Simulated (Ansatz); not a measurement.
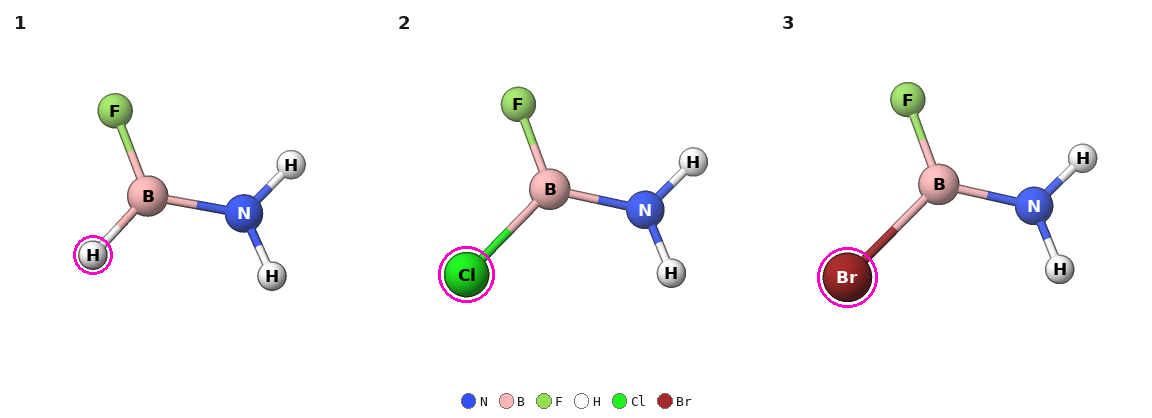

3 molecules with one skeleton, seen from the same side and at one scale; the atom that differs is circled. Charge 0, singlet. Computed geometries: PBE0-D4/def2-TZVP optimisations, one conformation each. Properties computed with Ansatz 0.2.0.

One atom differs, called X below: H in panel 1, Cl in panel 2, Br in panel 3. Their formulas are BFH3N (`NBF`), BClFH2N (`NB(F)Cl`), BBrFH2N (`NB(F)Br`).

**Rank them by the dipole moment, lowest first (r2SCAN-D4/def2-TZVPP).**

1 (H), 2 (Cl), 3 (Br).

**Rank them by the HOMO–LUMO gap, lowest first (r2SCAN-D4/def2-TZVPP).**

3 (Br), 1 (H), 2 (Cl).

Give the values. With PBE0-D4/def2-TZVP: length of X–B (Å), angle F–B–X (°). With r2SCAN-D4/def2-TZVPP: dipole moment (D), HOMO energy (Kohn–Sham orbital) (eV), HOMO–LUMO gap (eV).

```json
{"quantity": "length of X–B (Å)", "1 (H)": "1.196", "2 (Cl)": "1.766", "3 (Br)": "1.931"}
{"quantity": "angle F–B–X (°)", "1 (H)": "119.0", "2 (Cl)": "118.2", "3 (Br)": "118.1"}
{"quantity": "dipole moment (D)", "1 (H)": "2.41", "2 (Cl)": "2.80", "3 (Br)": "2.89"}
{"quantity": "HOMO energy (Kohn–Sham orbital) (eV)", "1 (H)": "−7.41", "2 (Cl)": "−7.45", "3 (Br)": "−7.27"}
{"quantity": "HOMO–LUMO gap (eV)", "1 (H)": "7.78", "2 (Cl)": "7.82", "3 (Br)": "7.43"}
```
